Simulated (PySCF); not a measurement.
CH₉NSi₃

```yaml
atoms:
  - { symbol: N, position_ang: [-1.8405, -1.0494, 0.9752] }
  - { symbol: C, position_ang: [-1.1526, -1.3232, -0.0424] }
  - { symbol: Si, position_ang: [0.0461, 0.0064, -0.6778] }
  - { symbol: Si, position_ang: [-0.7704, 2.0585, 0.0280] }
  - { symbol: Si, position_ang: [2.1663, -0.6713, 0.0048] }
  - { symbol: H, position_ang: [-2.4562, -1.7870, 1.3221] }
  - { symbol: H, position_ang: [-1.1968, -2.3004, -0.5495] }
  - { symbol: H, position_ang: [-0.0369, -0.1555, -2.1491] }
  - { symbol: H, position_ang: [-2.2243, 2.1200, 0.1627] }
  - { symbol: H, position_ang: [-0.3926, 3.1160, -0.9203] }
  - { symbol: H, position_ang: [-0.1821, 2.4440, 1.3132] }
  - { symbol: H, position_ang: [2.3607, -2.1255, 0.0208] }
  - { symbol: H, position_ang: [3.2101, -0.1302, -0.8696] }
  - { symbol: H, position_ang: [2.4685, -0.2028, 1.3597] }
```

Geometry: GFN2-xTB.

The calculation used PySCF 2.14.0, PBE0/pcSseg-1, SCF density, gas phase, non-relativistic.

> What can the converged electron density and electron localisation function tell about the bonding?

C–N (1.26 Å): ρ at the midpoint is about 2.8 e/Å³; the ELF peaks at about 0.90 between the atoms (a short, multiple covalent bond).
C–Si (1.90 Å): ρ at the midpoint is about 0.92 e/Å³; the ELF peaks at about 1 between the atoms; a shared electron pair.
N–H (1.02 Å): the density is about 2.8 e/Å³ at the midpoint; the ELF climbs to about 1 towards the hydrogen, as it does in any bond to H; a covalent bond by its length.
C–H (1.10 Å): the density is about 2 e/Å³ at the midpoint; the ELF climbs to about 1 towards the hydrogen (a covalent bond by its length).

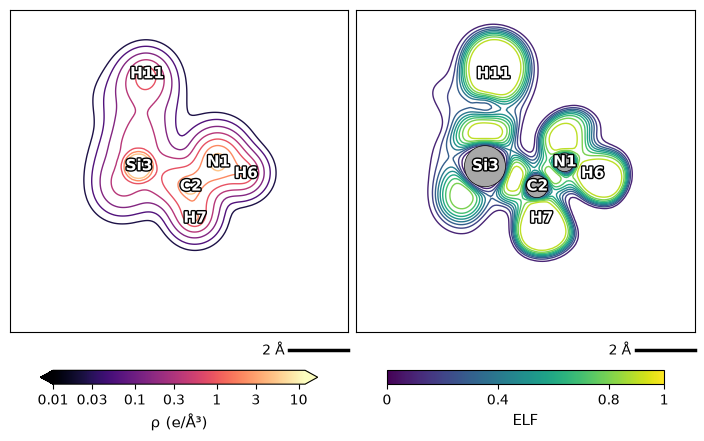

Computed electron density and electron localisation function on the plane of atoms C2, N1 and H6, in this order. Grey discs cover the atomic cores in the ELF map. 
